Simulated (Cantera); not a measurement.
Feed: 1 mol Al2O3, 98 mol H2, 40 mol N2, at 0.670 bar.

Method: chemical equilibrium by Gibbs-energy minimisation in Cantera with the NASA 1993 tables (ideal gas, pure condensed phases). Candidate condensed phases: Al, AlN, Al2O3, H2O; 35 gas species. Mutual solubility and eutectic melting of coexisting phases are not modelled. Condensed phases not in the tables: aluminium oxynitride. Rates play no part.

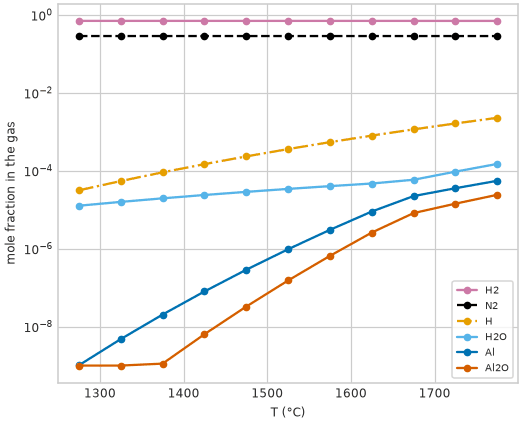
*Equilibrium gas composition (values under 1e-9 drawn at 1e-9)*

From 1275 °C to 1625 °C the condensed part is AlN(s) + Al2O3(s). From 1675 °C to 1775 °C the condensed part is Al2O3(s).
